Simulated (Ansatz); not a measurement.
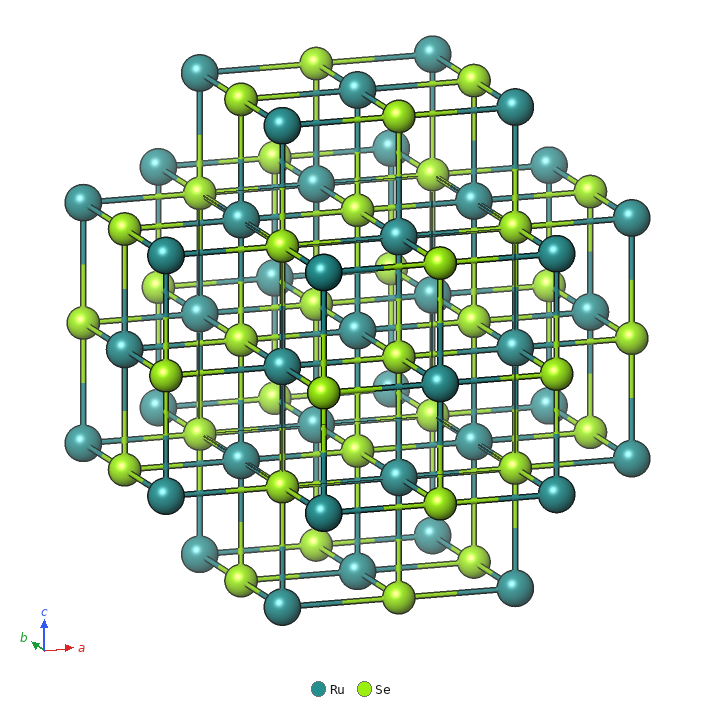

Ball-and-stick representation of a periodic structure, projected slightly off an axis. The box is the conventional unit cell; atoms on or close to its faces, edges and corners are drawn wherever they repeat. Atoms of adjacent cells appear where they bond to atoms in the box.

RuSe, rock salt (NaCl type), space group Fm-3m (No. 225), a = 5.141 Å, b = 5.141 Å, c = 5.141 Å, α = 90.00°, β = 90.00°, γ = 90.00°. The cell started as a structure type filled with these elements by a generator (whether the compound takes this form wasn't checked). Earlier steps of the study, as a rule a relaxation of our own, may have changed the cell and positions, so they can lie some per cent off the listed ones. An electronic-structure calculation with Ansatz was run on it.

This one geometry was computed with Ansatz (DFT, plane waves, PAW) at five levels of theory: PBEsol, LDA, PBE, PBE with spin-orbit coupling and r2SCAN.

Which level gives the highest pressure at this volume, and what does that say about its equilibrium volume?

Answer. Highest: PBE (0.1 GPa) and PBE with spin-orbit coupling (0.6 GPa), which points to the largest equilibrium volume. Lowest, with the smallest volume: LDA (-9.7 GPa). Levels within 0.5 GPa of each other can't be told apart.

How does the band gap change with the level of theory?

Answer. All levels give a metal.

Collect the results in a table.

Answer.
| level | cutoff (eV) | k-mesh of the run's cell | gap (eV) | pressure (GPa) |
| --- | --- | --- | --- | --- |
| PBEsol | 420 | 12×12×12 | metal | -6.5 |
| LDA | 420 | 12×12×12 | metal | -9.7 |
| PBE | 420 | 12×12×12 | metal | 0.1 |
| PBE with spin-orbit coupling | 420 | 12×12×12 | metal | 0.6 |
| r2SCAN | 500 | 12×12×12 | metal | -1.3 |

Gaps are taken on the k-mesh or band path of each run.
